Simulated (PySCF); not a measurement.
## Geometry relaxation, with input and output: C5H11Al

C5H11Al, computed with PBE0-D3(BJ)/def2-SVP geometry optimisation, gas phase (PySCF 2.14.0).

It belongs to a series of runs on one base structure; here: constitutional isomer.

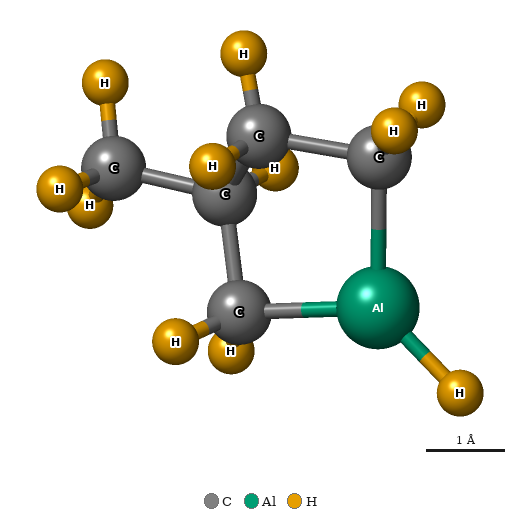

Figure 1. The structure as given in the input (ball-and-stick view, seen at a tilt). Sticks mark near contacts. Bond lengths as drawn: Al–C 1.99 to 2.00 Å, Al–H 1.54 Å, C–C 1.50 to 1.60 Å and C–H 1.07 to 1.11 Å.

Key numbers

- outcome: converged
- total energy: −439.012972 hartree
- dipole moment: 0.13 D
- point group: C1
- hardware: 1 CPU thread, shared host
- wall time: 2.7 min (CPU time 1.7 min; the host was busy)
- peak memory: 0.58 GiB

Input file
```
{"job": {"xc": "PBE0", "basis": "def2-SVP", "d3": "d3bj", "grid": 1, "shake": 0.01, "kind": "geom"}, "charge": 0, "multiplicity": 1}
C     -2.001750    -0.275900    -0.370510
C     -0.510300    -0.164680    -0.513540
C      0.021050     1.060280     0.241790
C      1.590010     1.238950     0.001250
Al     2.036330    -0.705440     0.086900
C      0.189570    -1.441940    -0.016110
H     -2.489570     0.645970    -0.763240
H     -2.391080    -1.101720    -0.929410
H     -2.304170    -0.355400     0.690900
H     -0.261030    -0.024170    -1.562840
H     -0.147500     0.901720     1.327260
H     -0.510220     1.955990    -0.042210
H      1.676880     1.707800    -0.990850
H      1.953320     1.952500     0.732560
H      3.407950    -1.401710     0.205370
H     -0.246870    -1.715240     0.960430
H     -0.029130    -2.265180    -0.694610
```

The first line tells a small driver script what to run in PySCF; the rest is the geometry in Å.

Run as:
```bash
OMP_NUM_THREADS=1 python <driver script> task.json out
```

Log
```
step   0  E = -439.00475163  max force = 0.036222
step   1  E = -439.01241811  max force = 0.005602
step   2  E = -439.01294094  max force = 0.001022
step   3  E = -439.01296506  max force = 0.000388
step   4  E = -439.01297227  max force = 0.000281
optimisation converged
```

Trajectory as extended XYZ (Å, eV, eV/Å), 5 frames, from step=0 to step=4
```
17
Properties=species:S:1:pos:R:3:forces:R:3 step=0 energy=-11945.92776
C    -2.0017   -0.2759   -0.3705   -0.4416   1.5125   0.1771
C    -0.5103   -0.1647   -0.5135   -0.1072   0.0097   1.0272
C     0.0210    1.0603    0.2418    1.5952  -0.6100   0.1365
C     1.5900    1.2389    0.0013   -1.8626  -0.8281  -0.0261
Al    2.0363   -0.7054    0.0869   -0.6588   0.5030   0.0007
C     0.1896   -1.4419   -0.0161    0.5390   0.6662  -0.0256
H    -2.4896    0.6460   -0.7632    0.0332  -0.3018   0.1177
H    -2.3911   -1.1017   -0.9294   -0.4587  -0.9283  -0.4199
H    -2.3042   -0.3554    0.6909    0.0910  -0.1609  -0.1462
H    -0.2610   -0.0242   -1.5628    0.0776   0.0977  -0.6951
H    -0.1475    0.9017    1.3273   -0.1259   0.0582  -0.1175
H    -0.5102    1.9560   -0.0422   -0.4766   0.6516  -0.1953
H     1.6769    1.7078   -0.9909    0.3522  -0.0445  -0.1371
H     1.9533    1.9525    0.7326    0.5586   0.2522   0.3237
H     3.4080   -1.4017    0.2054    0.6518  -0.3572   0.0505
H    -0.2469   -1.7152    0.9604    0.1285  -0.0598   0.1271
H    -0.0291   -2.2652   -0.6946    0.1040  -0.4606  -0.1978
17
Properties=species:S:1:pos:R:3:forces:R:3 step=1 energy=-11946.13638
C    -2.0484   -0.2550   -0.4291   -0.0195  -0.1772  -0.1204
C    -0.5381   -0.1190   -0.5452    0.1860  -0.0321  -0.1035
C    -0.0042    1.0817    0.2509    0.1443   0.1078  -0.0260
C     1.5343    1.1847    0.1475   -0.1228   0.1266   0.2881
Al    2.0681   -0.7133    0.1552   -0.1326   0.0650  -0.0118
C     0.2340   -1.3843   -0.1125   -0.0600  -0.2561  -0.1421
H    -2.5651    0.6560   -0.7665   -0.0229   0.0657  -0.0207
H    -2.4302   -1.1007   -1.0311    0.0768   0.1133   0.0977
H    -2.3369   -0.4333    0.6179   -0.0373  -0.0264   0.0741
H    -0.2929    0.0678   -1.6134   -0.0407   0.0034   0.0908
H    -0.2919    0.9314    1.3084   -0.0036   0.0273   0.0369
H    -0.5135    2.0141   -0.0706    0.1047  -0.1416   0.0242
H     1.8075    1.6276   -0.8233    0.0870   0.0990  -0.1763
H     1.9576    1.8575    0.9145    0.0040  -0.0602  -0.0857
H     3.4878   -1.4470    0.3106   -0.1615   0.0793  -0.0124
H    -0.1624   -1.7324    0.8635   -0.0050  -0.0228   0.0176
H     0.0789   -2.2244   -0.8127    0.0030   0.0290   0.0695
17
Properties=species:S:1:pos:R:3:forces:R:3 step=2 energy=-11946.15060
C    -2.0414   -0.2578   -0.4260   -0.0387   0.0247  -0.0144
C    -0.5305   -0.1260   -0.5438    0.0330   0.0271   0.0173
C     0.0068    1.0825    0.2522   -0.0189  -0.0161  -0.0025
C     1.5370    1.2001    0.1489    0.0095   0.0301  -0.0167
Al    2.0393   -0.7019    0.1547    0.0284  -0.0005  -0.0072
C     0.2246   -1.4031   -0.1188    0.0046  -0.0526   0.0161
H    -2.5558    0.6574   -0.7625   -0.0079  -0.0038   0.0069
H    -2.4203   -1.0990   -1.0277    0.0139   0.0078   0.0104
H    -2.3334   -0.4402    0.6221    0.0034   0.0007  -0.0055
H    -0.2884    0.0635   -1.6094   -0.0157   0.0111   0.0071
H    -0.2795    0.9390    1.3121   -0.0134   0.0098  -0.0006
H    -0.5014    2.0081   -0.0735   -0.0275  -0.0352  -0.0156
H     1.8153    1.6452   -0.8270    0.0127  -0.0068   0.0066
H     1.9656    1.8687    0.9126    0.0063  -0.0330  -0.0037
H     3.4479   -1.4295    0.3125   -0.0007  -0.0016   0.0075
H    -0.1744   -1.7537    0.8561    0.0037   0.0037  -0.0061
H     0.0731   -2.2417   -0.8184    0.0072   0.0345   0.0002
17
Properties=species:S:1:pos:R:3:forces:R:3 step=3 energy=-11946.15126
C    -2.0423   -0.2555   -0.4246   -0.0095   0.0063   0.0008
C    -0.5304   -0.1259   -0.5429    0.0137  -0.0019   0.0123
C     0.0057    1.0818    0.2516    0.0194  -0.0041   0.0051
C     1.5373    1.1997    0.1483   -0.0200   0.0152  -0.0191
Al    2.0410   -0.7020    0.1549    0.0050   0.0008  -0.0097
C     0.2261   -1.4040   -0.1196   -0.0097  -0.0079   0.0115
H    -2.5579    0.6597   -0.7593    0.0043  -0.0033   0.0027
H    -2.4203   -1.0963   -1.0261   -0.0014  -0.0043  -0.0006
H    -2.3333   -0.4392    0.6235    0.0008   0.0000  -0.0014
H    -0.2903    0.0658   -1.6081   -0.0063   0.0006  -0.0042
H    -0.2826    0.9403    1.3113    0.0009   0.0104   0.0001
H    -0.5073    2.0027   -0.0779   -0.0059   0.0001  -0.0103
H     1.8192    1.6437   -0.8272   -0.0038  -0.0035   0.0077
H     1.9680    1.8656    0.9122    0.0048  -0.0126   0.0122
H     3.4493   -1.4290    0.3151    0.0034  -0.0029   0.0072
H    -0.1725   -1.7564    0.8546    0.0000  -0.0002  -0.0033
H     0.0750   -2.2395   -0.8216    0.0043   0.0073  -0.0109
17
Properties=species:S:1:pos:R:3:forces:R:3 step=4 energy=-11946.15146
C    -2.0425   -0.2550   -0.4227    0.0042  -0.0029   0.0053
C    -0.5304   -0.1258   -0.5423   -0.0017  -0.0075   0.0053
C     0.0059    1.0823    0.2508    0.0084  -0.0011   0.0061
C     1.5371    1.1996    0.1480   -0.0063   0.0053  -0.0145
Al    2.0413   -0.7023    0.1543   -0.0006  -0.0004  -0.0079
C     0.2264   -1.4046   -0.1212   -0.0069   0.0069   0.0090
H    -2.5582    0.6603   -0.7566    0.0019   0.0010  -0.0006
H    -2.4211   -1.0960   -1.0238   -0.0027  -0.0028  -0.0021
H    -2.3325   -0.4389    0.6256   -0.0003  -0.0001   0.0009
H    -0.2922    0.0664   -1.6079   -0.0025  -0.0013  -0.0038
H    -0.2828    0.9438    1.3108   -0.0011   0.0056  -0.0002
H    -0.5084    2.0015   -0.0817    0.0038   0.0057  -0.0051
H     1.8205    1.6438   -0.8266   -0.0023   0.0030   0.0029
H     1.9689    1.8627    0.9138    0.0025  -0.0054   0.0099
H     3.4494   -1.4295    0.3176    0.0010  -0.0008   0.0055
H    -0.1724   -1.7589    0.8521   -0.0008  -0.0046  -0.0023
H     0.0756   -2.2377   -0.8260    0.0035  -0.0004  -0.0084
```

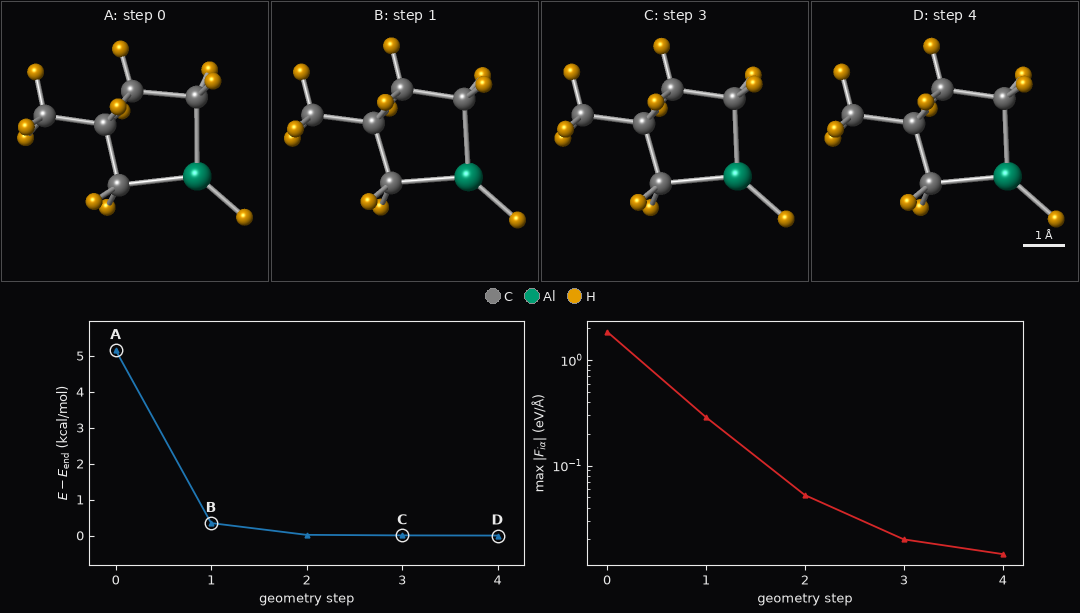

Figure 2. Frames of the relaxation (ball-and-stick view, seen at a tilt) above the curves, on which the letters mark them (steps are counted from 0).

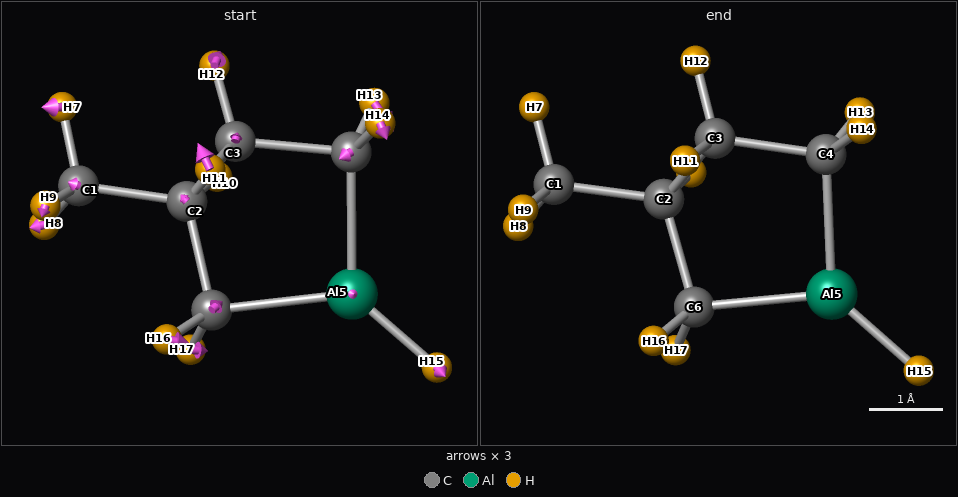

Figure 3. Before (left) and after (right) the relaxation, at one scale (ball-and-stick view, seen at a tilt). The pink arrows give the displacements, magnified 3 times. H13 moves most after the best rigid fit: 0.16 Å. By element the largest moves are H 0.16 Å, C 0.08 Å, Al 0.03 Å. Distances before and after: C3–C4 1.597 → 1.539 Å, Al5–H15 1.543 → 1.593 Å, C1–H8 1.070 → 1.101 Å, C4–Al5 1.997 → 1.968 Å. Among the angles that change: Al5–C4–H13 115.8° → 109.0°, Al5–C6–H16 114.4° → 108.8°, C3–C4–H14 107.5° → 112.9°. Over 4 geometry steps the energy falls by 5.16 kcal/mol. Largest force component: 1.9 eV/Å at the start, 0.015 eV/Å at the end. (Atoms are counted from 1 in the order of the input.)
